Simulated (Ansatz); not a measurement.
BrCl$_{2}$HOSn···H$_{2}$

```json
{"atom": "Sn", "x (Å)": "-0.8199", "y (Å)": "-0.0221", "z (Å)": "-0.8147"}
{"atom": "H", "x (Å)": "0.6192", "y (Å)": "0.0615", "z (Å)": "2.6344"}
{"atom": "O", "x (Å)": "0.9033", "y (Å)": "0.0386", "z (Å)": "0.1873"}
{"atom": "H", "x (Å)": "1.2408", "y (Å)": "-0.8744", "z (Å)": "0.3017"}
{"atom": "Cl", "x (Å)": "-0.9222", "y (Å)": "1.9633", "z (Å)": "-2.0493"}
{"atom": "Cl", "x (Å)": "-0.7966", "y (Å)": "-1.8932", "z (Å)": "-2.2428"}
{"atom": "Br", "x (Å)": "-2.7782", "y (Å)": "-0.1749", "z (Å)": "0.7102"}
{"atom": "H", "x (Å)": "0.5428", "y (Å)": "-0.0510", "z (Å)": "3.3925"}
```

Core potentials replace the inner electrons of Sn.

Computed with Ansatz, RKS PBE-D4/def2-SVP.

**What can the converged electron density and electron localisation function tell about the bonding?**

O3···H2 (2.46 Å): the density falls to about 0.07 e/Å³ on the way; the ELF dips to about 0.05 between them; a non-bonded, intermolecular contact.
Sn–O (1.99 Å): ρ is about 0.72 e/Å³ halfway; the ELF peaks at about 0.80 in the valence shell of O, 0.6 Å from its nucleus, and drops to about 0.15 between the two atoms.
Sn–Br (2.49 Å): the density is about 0.51 e/Å³ at the midpoint; the ELF peaks at about 0.70 in the valence shell of Br, 1.0 Å from its nucleus, and drops to about 0.20 between the two atoms.
H–H (0.77 Å): ρ at the midpoint is about 1.6 e/Å³; the ELF peaks at about 1 between the atoms.

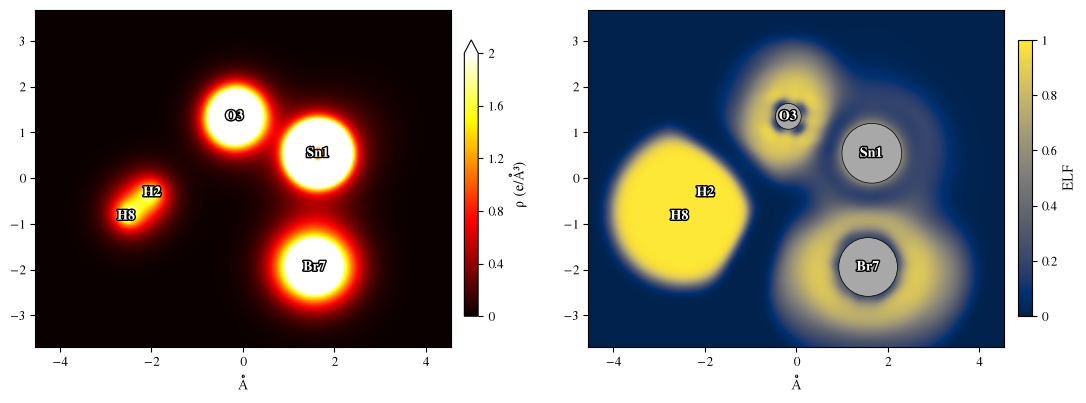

Computed electron density and electron localisation function on the plane of atoms O3, Sn1 and Br7, in this order. Grey discs cover the atomic cores in the ELF map. 
